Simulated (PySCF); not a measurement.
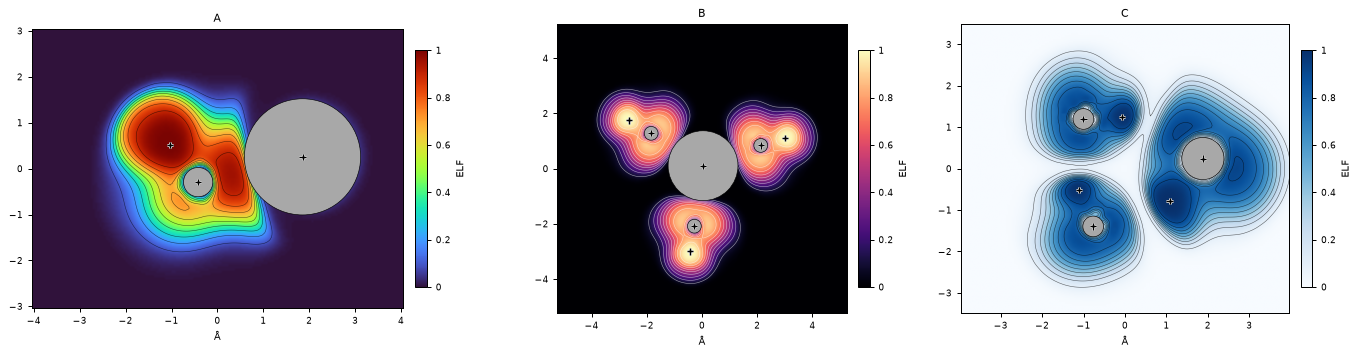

The electron localisation function of 3 systems, each on a plane through atoms (crosses mark nuclei in the plane; grey discs cover the cores).

All numbers below come from PySCF, wB97M-D3(BJ)/def2-TZVPD, SCF density, gas phase.

System 1: H$_{3}$NNa (charge +1), the plane of atoms Na1, N2 and H5. Geometry: PBE0-D3(BJ)/def2-TZVPD.

```json
{"atom": "Na", "x (Å)": "-2.7312", "y (Å)": "-1.1399", "z (Å)": "-1.9018"}
{"atom": "N", "x (Å)": "-1.2833", "y (Å)": "-2.0299", "z (Å)": "-0.2950"}
{"atom": "H", "x (Å)": "-0.4171", "y (Å)": "-2.3900", "z (Å)": "-0.6883"}
{"atom": "H", "x (Å)": "-0.9945", "y (Å)": "-1.3607", "z (Å)": "0.4144"}
{"atom": "H", "x (Å)": "-1.6838", "y (Å)": "-2.8089", "z (Å)": "0.2222"}
```

System 2: HCl···HF···HF (SMILES Cl.F.F), the molecular plane. Geometry: PBE0-D3(BJ)/def2-TZVPD.

```yaml
atoms:
  - { symbol: Cl, position_ang: [-0.3309, -0.2149, -0.0014] }
  - { symbol: H, position_ang: [-0.8962, 0.9139, 0.2951] }
  - { symbol: F, position_ang: [-3.3383, -0.5830, 0.2260] }
  - { symbol: H, position_ang: [-2.4374, -0.8102, 0.0865] }
  - { symbol: F, position_ang: [-2.5538, 1.8617, 0.6658] }
  - { symbol: H, position_ang: [-3.0814, 1.0932, 0.5555] }
```

System 3: F$_{3}$H$_{3}$Na (charge +1), the molecular plane. Geometry: PBE0-D3(BJ)/def2-TZVPD.

```xyz
7

Na    0.0972    0.7742    1.0383
F     1.2958    1.7499   -0.5517
H     1.7710    2.1701   -1.2277
F     0.5663   -1.0628    2.1877
H     0.7161   -1.8420    2.6671
F    -1.9229    1.6448    1.2913
H    -2.7735    2.0042    1.3707
```

Question: Match each panel to its system.

Answer: Panel A is system 1, H$_{3}$NNa: the plane holds Na, N and H. Na–N (2.34 Å): the ELF peaks at about 0.95 in the valence shell of N, 0.7 Å from its nucleus, and is about 0.35 at the midpoint. Panel B is system 3, F$_{3}$H$_{3}$Na: the plane holds Na, F and H. Na–F (2.21 Å): the ELF is about 0.05 at the midpoint: an ionic contact with no shared pair. Panel C is system 2, HCl···HF···HF: the plane holds Cl, H and F. F3···H6 (1.73 Å): the ELF dips to about 0.10 between them; a closed-shell contact with the geometry of a hydrogen bond.
